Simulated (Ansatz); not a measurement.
BN (wurtzite), frozen-phonon scan

Starting cell, BN (wurtzite):

```
CELL_PARAMETERS angstrom
      5.08794     0.00000     0.00000
     -1.27198     2.20314     0.00000
      2.54397     0.00000     4.20774
ATOMIC_POSITIONS crystal
  B  0.83338 0.33333 0.99990
  B  0.33338 0.33333 0.99990
  B  0.91672 0.66667 0.49990
  B  0.41672 0.66667 0.49990
  N  0.02068 0.33333 0.62530
  N  0.52068 0.33333 0.62530
  N  0.10402 0.66667 0.12530
  N  0.60402 0.66667 0.12530
```

The atoms are displaced by Q × the pattern below (from a DFPT mode at L = (0.5, 0.0, 0.5), largest move 1; Q in Å), at fixed cell. It is one choice among 2 degenerate patterns. (q is in reciprocal vectors of the primitive cell; the cell shown is doubled to hold the pattern.)

```json
[
 {"atom": "B1", "x": "0.500", "y": "-0.866", "z": "0.000"},
 {"atom": "B2", "x": "-0.500", "y": "0.866", "z": "0.000"},
 {"atom": "B3", "x": "0.263", "y": "-0.455", "z": "0.000"},
 {"atom": "B4", "x": "-0.263", "y": "0.455", "z": "0.000"},
 {"atom": "N5", "x": "-0.364", "y": "0.630", "z": "0.000"},
 {"atom": "N6", "x": "0.364", "y": "-0.630", "z": "0.000"},
 {"atom": "N7", "x": "0.259", "y": "-0.448", "z": "0.000"},
 {"atom": "N8", "x": "-0.259", "y": "0.448", "z": "0.000"}
]
```

Computed with r2SCAN (plane waves to 500 eV, PAW, scalar-relativistic; Ansatz, a quantum-chemistry and plane-wave program). k mesh 15×15×15 (Γ-centred), Fermi-Dirac smearing 0.05 eV. E stands for the smeared free energy. Stress and pressure are positive under compression. BN was relaxed with its symmetry unable to fall. ΔE is measured from the undisplaced structure.

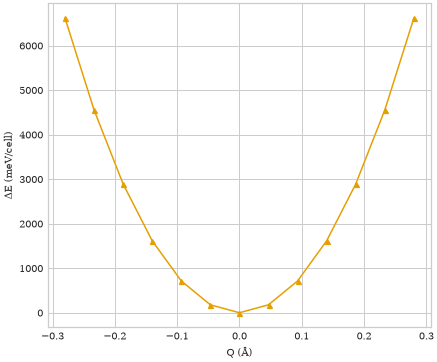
*ΔE (meV/cell) against Q (Å); computed points joined by lines.*

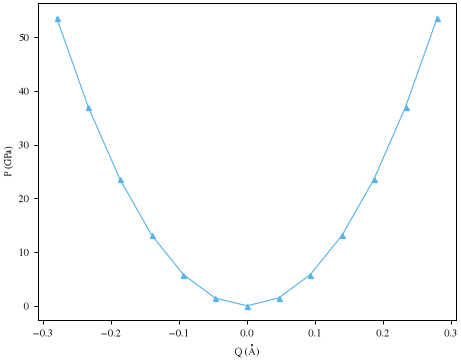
*P (GPa) against Q (Å); markers are the computed points, lines only join them.*

The energy at Q = 0.280 Å is 6621 meV/cell. Symmetry of the curve: even: the same for both signs. Wavenumber by perturbation theory (DFPT, on another k mesh): 943 cm⁻¹. Harmonic wavenumber from the curvature (finite differences): 943 cm⁻¹. Shape of the curve: a single well with its minimum at or next to zero displacement.

E″ = 163.27 eV/Å², M = Σ mᵢ|uᵢ|² = 49.9 u, ν̃ = 521.5·√(|E″|/M).

(For displaced atoms, the force is minus the slope of the energy, and its curvature is a force constant, which sets phonon frequencies.)
